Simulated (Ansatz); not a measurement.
# Single-point calculation of AlH₃ClF

AlH₃ClF, computed with RKS PBE0-D4/def2-TZVPP (Ansatz 0.2.0).

The geometry is the product side of a reaction. The reaction was set up to form Al1–F6 and Cl2–H5 and to break Al1–Cl2 and H5–F6 (atoms counted from 1 in the order of the input); sticks are drawn by distance alone. The geometry comes from this level: PBE0-D4/def2-TZVP.

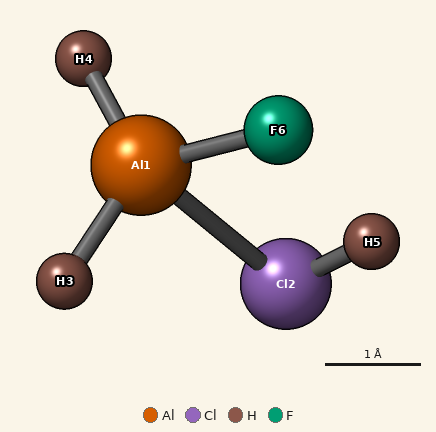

**Figure 1.** The structure as given in the input (ball-and-stick view, seen at a tilt; atoms are numbered from 1 in the order of the input). Sticks mark near contacts. Bond lengths as drawn: Al–Cl 2.62 Å, Al–F 1.67 Å, Al–H 1.58 Å and Cl–H 1.29 Å.

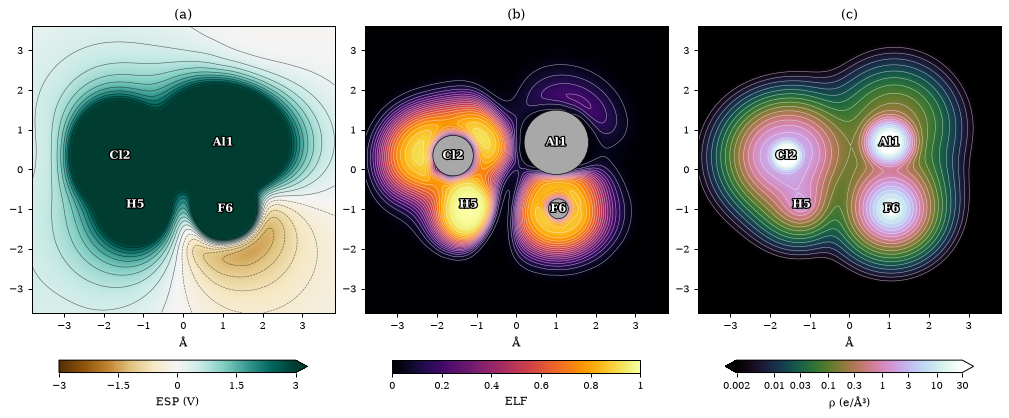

**Figure 2.** (a) electrostatic potential; (b) electron localisation function; (c) electron density on the plane of atoms Cl2, Al1 and F6. Grey discs, where drawn, cover atomic cores. The section cuts through Al, Cl, H and F sites. Al–F (1.67 Å): ρ is about 0.86 e/Å³ halfway; the ELF peaks at about 0.85 in the valence shell of F, 0.5 Å from its nucleus, and is about 0.35 at the midpoint. Cl–H (1.29 Å): ρ at the midpoint is about 2 e/Å³, with its minimum of 1.7 e/Å³ about 0.9 Å from Cl; the ELF climbs to about 1 towards the hydrogen, as it does in any bond to H (a covalent bond by its length).

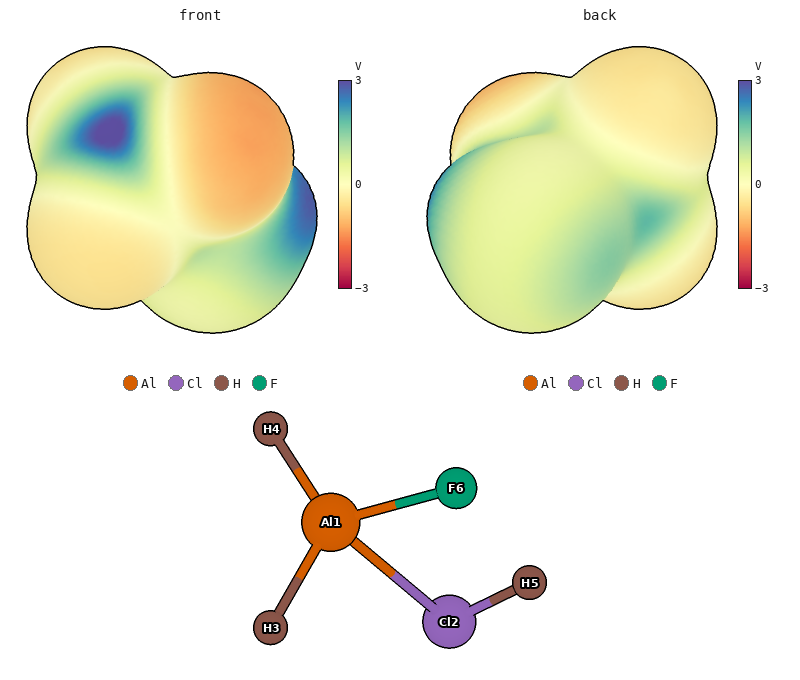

**Figure 3.** The molecular electrostatic potential painted on the density surface at 0.002 e/bohr³, seen at a tilt and from behind; the colour scale runs from red (negative) to blue (positive). The bare structure is drawn below in the same view. A positive charge is drawn to the negative regions and a negative charge to the positive ones.

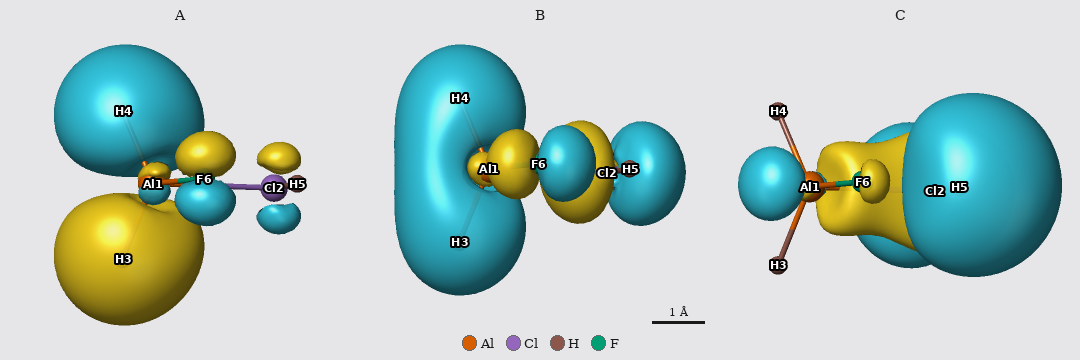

**Figure 4.** Three frontier orbitals at ±0.08 Å⁻³ᐟ² (yellow and cyan are the two phases). B is the HOMO−1 (−9.88 eV). It lies mainly on Al1 (30 %), Cl2 (20 %), H3 (20 %), H4 (20 %) and F6 (10 %). A is the HOMO (−8.27 eV). Its weight (Hirshfeld) is mainly on Al1 (35 %), H3 (30 %) and H4 (30 %). C is the LUMO (−0.35 eV). By Hirshfeld shares it lies mainly on Cl2 (45 %), H5 (40 %) and Al1 (10 %). The HOMO–LUMO gap is 7.92 eV between the orbital energies.

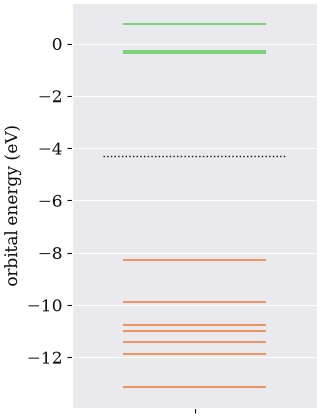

**Figure 5.** Orbital energies near the frontier; the dotted line parts filled from empty levels, and levels within 0.02 eV of each other stand side by side. Highest filled −8.27 eV, lowest empty −0.35 eV, 7.92 eV apart.

The input and output of the run follow.

**Input**
```yaml
crystal:
  periodic: [false, false, false]
  atoms:
    - {symbol: Al, position_ang: [-0.777539, -0.246030, -0.037222]}
    - {symbol: Cl, position_ang: [1.436695, 1.057477, -0.549195]}
    - {symbol: H, position_ang: [-0.975728, -1.000283, -1.409275]}
    - {symbol: H, position_ang: [-1.680192, 0.939512, 0.482750]}
    - {symbol: H, position_ang: [1.850872, 0.284834, 0.397060]}
    - {symbol: F, position_ang: [0.145893, -1.035411, 1.115883]}
basis:
  gaussian: {orbitals: def2-TZVPP}
hamiltonian: {xc: pbe0, dispersion: d4}
output: {orbitals: {seedname: orbitals}}
```

Launch command:
```bash
ansatz run in.yaml --threads 2 --pin off --events-out ev --progress --plain --max-ram 4352MiB
```

**Log**
```
Functional definition: PBE0
  name "PBE0"
  cite "Adamo & Barone, J. Chem. Phys. 110, 6158 (1999) doi:10.1063/1.478522"
  cite "Perdew, Burke & Ernzerhof, Phys. Rev. Lett. 77, 3865 (1996) doi:10.1103/PhysRevLett.77.3865"
  parent pbe
  parameter a = 0.25
  parameter kappa = 0.804
  parameter beta = 0.06672455060314922
  exchange = (1 - a)*pbe_x(kappa = kappa, mu = beta*pi^2/3) + a*exact_x
  correlation = pbe_c(beta = beta)
958 factors; their error is unknown
mean field evaluation 1: about -21876.9394 eV, gradient 3.8e1 eV
mean field evaluation 2: about -21873.3512 eV, gradient 6.5e1 eV
mean field evaluation 4: about -21879.1384 eV, gradient 8.3e-1 eV
mean field evaluation 8: about -21879.1911 eV, gradient 1.3e-1 eV
mean field -21879.19112464 eV, -804.0454435821 hartree, gradient 5.6e-5 eV, S^2 0.000000; 0 other end points of the search recorded, 0 dependent functions left out
reference -21879.19115473 eV, -804.0454446878 hartree; 21, 21 occupied and 136, 136 virtual orbitals, 958 factors
Total energy: -21879.26833643 eV, -804.0482810632 hartree
```

**Summary**

- outcome: converged
- total energy: −21879.2683 eV
- mean-field energy: −21879.1912 eV
- dispersion energy: −0.0772 eV
- SCF solution under orbital rotations: stable
- HOMO: −8.27 eV
- LUMO: −0.35 eV
- hardware: 2 threads of Intel Xeon, 63 GiB of memory available, shared host
- wall time: 1.4 s (CPU time 2.5 s)
- peak memory: 0.36 GiB
